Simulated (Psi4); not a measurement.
# GeSiNH7 (SMILES [SiH3][NH][GeH3]) at HF/STO-3G

What is the vertical ionisation energy of GeSiNH7 at HF/STO-3G? 

Program for the calculation: Psi4 1.11.

## (1) The system as given

GeSiNH7: 10 atoms, total charge 0, spin state singlet. SMILES: `[SiH3][NH][GeH3]`. The coordinates come from a PBE0-D4/def2-TZVP relaxation.

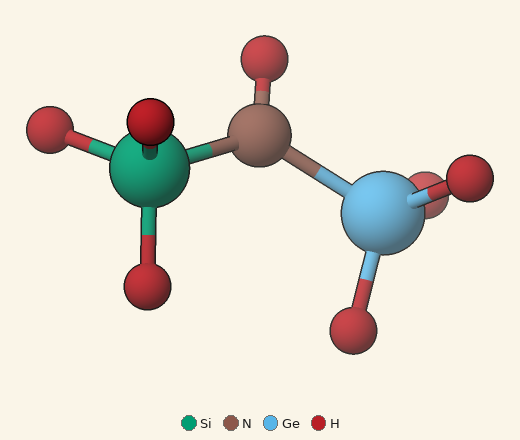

Viewed from a chosen angle; silicon teal, nitrogen brown, germanium blue, hydrogen red.

## (2) A single-point energy at HF/STO-3G

calc.inp

```
memory 1600 MB

molecule {
  Si    -1.146800     0.522200    -0.945600
  N      0.461400     0.319100    -0.375700
  Ge     1.020100    -0.675800     1.066200
  H     -1.923700    -0.668500    -0.512900
  H     -1.160200     0.627200    -2.430500
  H     -1.835500     1.735800    -0.416100
  H      1.159100     0.952900    -0.736500
  H     -0.018900    -1.787400     1.262400
  H      1.119900     0.180400     2.345600
  H      2.407800    -1.257200     0.745900
  symmetry c1
  no_reorient
  no_com
}

set basis STO-3G
set reference rhf
set puream true
set e_convergence 1e-09
set d_convergence 1e-08
set scf_type pk

result, w = energy('scf', return_wfn=True)
oeprop(w, 'MULLIKEN_CHARGES', 'MAYER_INDICES', 'QUADRUPOLE', title='SCF')
print_variables()
```

On the command line:

```bash
$ psi4 -n 1 calc.inp calc.out
```

calc.out:

```text
[...]
  Running in c1 symmetry.
[...]
  Nuclear repulsion =  261.251374790645684
[...]
  Multiplicity = 1
[...]
  Nalpha       = 30
  Nbeta        = 30
[...]
    Number of basis functions: 39
[...]
   @RHF iter   1: -2394.88225724026370   -4.60479e+00   1.61336e-02 ADIIS/DIIS
[...]
   @RHF iter  10: -2395.20099540681986   -4.09273e-12   3.47012e-09 DIIS
[...]
    Orbital Energies [Eh]
    ---------------------
    Doubly Occupied:
       1A   -400.561593     2A    -67.989596     3A    -50.404214
       4A    -45.468166     5A    -45.468025     6A    -45.467889
       7A    -15.190027     8A     -6.485094     9A     -5.967392
      10A     -4.526562    11A     -4.526271    12A     -4.525760
      13A     -3.993135    14A     -3.992919    15A     -3.992524
      16A     -1.021096    17A     -0.677663    18A     -0.668627
      19A     -0.668213    20A     -0.665982    21A     -0.664865
      22A     -0.663891    23A     -0.639883    24A     -0.507290
      25A     -0.444735    26A     -0.423994    27A     -0.407952
      28A     -0.405911    29A     -0.380877    30A     -0.272376
[...]
  @RHF Final Energy: -2395.20099540681986
   => Energetics <=
    Nuclear Repulsion Energy =            261.2513747906456842
    One-Electron Energy =               -3878.7596985005329771
    Two-Electron Energy =                1222.3073283030673792
    Total Energy =                      -2395.2009954068198567
[...]
 Multipole Moments:
 ------------------------------------------------------------------------------------
     Multipole            Electronic (a.u.)      Nuclear  (a.u.)        Total (a.u.)
 ------------------------------------------------------------------------------------
 L = 1.  Multiply by 2.5417464519 to convert [e a0] to [Debye]
 Dipole X            :        -36.8059918           36.9749483            0.1689565
 Dipole Y            :         23.3352050          -23.2396629            0.0955420
 Dipole Z            :        -34.8675175           34.9750511            0.1075337
 Magnitude           :                                                    0.2218965
 L = 2.  Multiply by 1.3450342976 to convert [e a0^2] to [Debye ang]
 Quadrupole XX       :       -277.5882011          250.0207985          -27.5674026
 Quadrupole XY       :        121.0678160         -120.4455304            0.6222856
[...]
  Mulliken Charges: (a.u.)
   Center  Symbol    Alpha    Beta     Spin     Total
       1    SI     6.59254  6.59254  0.00000  0.81491
       2     N     3.85103  3.85103  0.00000 -0.70207
       3    GE    15.65395 15.65395  0.00000  0.69211
       4     H     0.58537  0.58537  0.00000 -0.17073
       5     H     0.58622  0.58622  0.00000 -0.17245
       6     H     0.59007  0.59007  0.00000 -0.18014
       7     H     0.43296  0.43296  0.00000  0.13408
       8     H     0.56716  0.56716  0.00000 -0.13433
       9     H     0.57196  0.57196  0.00000 -0.14392
      10     H     0.56873  0.56873  0.00000 -0.13747
[...]
```

Wall time 2.8 s (1 thread of Intel Xeon Platinum 8259CL at 2.50GHz (Skylake/Cascade Lake), shared host); peak memory 0.2 GiB.

## (3) The doublet cation: energy and gradient at UHF/STO-3G

geh7nsi.xyz

```xyz
10
GeH7NSi
Si    -1.146800     0.522200    -0.945600
N      0.461400     0.319100    -0.375700
Ge     1.020100    -0.675800     1.066200
H     -1.923700    -0.668500    -0.512900
H     -1.160200     0.627200    -2.430500
H     -1.835500     1.735800    -0.416100
H      1.159100     0.952900    -0.736500
H     -0.018900    -1.787400     1.262400
H      1.119900     0.180400     2.345600
H      2.407800    -1.257200     0.745900
```

calc.py

```python
import psi4

psi4.set_memory('1600 MB')
psi4.set_num_threads(1)
psi4.set_output_file('run.log', False)

with open('geh7nsi.xyz') as f:
    atoms = ''.join(f.readlines()[2:])
m = psi4.geometry('1 2\n' + atoms + 'symmetry c1\nno_reorient\nno_com')

psi4.set_options({
    'reference': 'uhf',
    'puream': True,
    'e_convergence': 1e-09,
    'd_convergence': 1e-08,
    'scf_type': 'pk',
    'maxiter': 100,
})

energy_value, wavefunction = psi4.gradient("hf/STO-3G", return_wfn=True)
print('gradient / Eh bohr^-1')
print(energy_value.np.round(6))
print(f'energy = {wavefunction.energy():.10f} Eh')
```

On the command line:

```bash
$ python calc.py
```

run.log, shortened:

```text
[...]
  Running in c1 symmetry.
[...]
  Nuclear repulsion =  261.251374790645684
[...]
  Multiplicity = 2
[...]
  Nalpha       = 30
  Nbeta        = 29
[...]
    Number of basis functions: 39
[...]
   @UHF iter   1: -2394.62247741950887   -4.34501e+00   1.79660e-02 ADIIS/DIIS
[...]
   @UHF iter  15: -2395.02246497329816   -5.00222e-12   6.54218e-09 DIIS
[...]
   @S^2 Observed:                7.632566756E-01
[...]
  @UHF Final Energy: -2395.02246497329816
   => Energetics <=
    Nuclear Repulsion Energy =            261.2513747906456842
    One-Electron Energy =               -3862.8514752734567992
    Two-Electron Energy =                1206.5776355095133567
    Total Energy =                      -2395.0224649732981561
  UHF NO Occupations:
  HONO-2 :   28  A 1.9986796
  HONO-1 :   29  A 1.9976031
[...]
 Multipole Moments:
 ------------------------------------------------------------------------------------
     Multipole            Electronic (a.u.)      Nuclear  (a.u.)        Total (a.u.)
 ------------------------------------------------------------------------------------
 L = 1.  Multiply by 2.5417464519 to convert [e a0] to [Debye]
 Dipole X            :        -36.3115132           36.9749483            0.6634351
 Dipole Y            :         23.7409470          -23.2396629            0.5012841
 Dipole Z            :        -35.1973009           34.9750511           -0.2222498
 Magnitude           :                                                    0.8607130
[...]
  -Total Gradient:
     Atom            X                  Y                   Z
    ------   -----------------  -----------------  -----------------
       1        0.129111121102    -0.005307175098     0.053023861431
       2       -0.029682230509     0.008752804834    -0.038064447139
       3       -0.026426678649     0.050810564027    -0.058092939404
       4       -0.025114122917    -0.024099056233     0.006616561939
       5       -0.011578774304     0.004038472743    -0.033713537255
       6       -0.029861537887     0.023574818086     0.002987116940
       7       -0.025981727638    -0.021905608557     0.018428873952
       8       -0.021485729796    -0.029236422203     0.010197377327
       9        0.006640230644     0.011209694610     0.038710276006
      10        0.034379449959    -0.017838092273    -0.000093143614
[...]
```

Standard output:

```text
gradient / Eh bohr^-1
[[ 1.29111e-01 -5.30700e-03  5.30240e-02]
 [-2.96820e-02  8.75300e-03 -3.80640e-02]
 [-2.64270e-02  5.08110e-02 -5.80930e-02]
 [-2.51140e-02 -2.40990e-02  6.61700e-03]
 [-1.15790e-02  4.03800e-03 -3.37140e-02]
 [-2.98620e-02  2.35750e-02  2.98700e-03]
 [-2.59820e-02 -2.19060e-02  1.84290e-02]
 [-2.14860e-02 -2.92360e-02  1.01970e-02]
 [ 6.64000e-03  1.12100e-02  3.87100e-02]
 [ 3.43790e-02 -1.78380e-02 -9.30000e-05]]
energy = -2395.0224649733 Eh
```

Run time: 3.3 s. Hardware: 1 thread of Intel Xeon Platinum 8259CL at 2.50GHz (Skylake/Cascade Lake), shared host; peak memory 0.2 GiB.

## (4) Summary of results

Level: HF/STO-3G.

| quantity | value |
| --- | --- |
| singlet GeSiNH7: total energy | -2395.20100 Eh |
| singlet GeSiNH7: dipole moment | 0.56 D |
| singlet GeSiNH7: HOMO energy | -7.41 eV |
| singlet GeSiNH7: LUMO energy | 11.67 eV |
| singlet GeSiNH7: HOMO–LUMO gap | 19.08 eV |
| doublet cation: total energy | -2395.02246 Eh |
| doublet cation: HOMO energy (highest over α and β) | -16.62 eV |
| doublet cation: LUMO energy (lowest over α and β) | -2.30 eV |
| doublet cation: ⟨S²⟩ | 0.763 |
| doublet cation: largest force on an atom | 7.182 eV/Å |
| vertical ionisation energy (to the doublet cation) | 4.858 eV |

**Reading.** Removing an electron at fixed nuclei costs 4.86 eV (469 kJ/mol). The negative HOMO energy of the first species, 7.41 eV, lies 2.55 eV above that difference. In a minimal basis such a difference can be off by several eV, whatever the method.
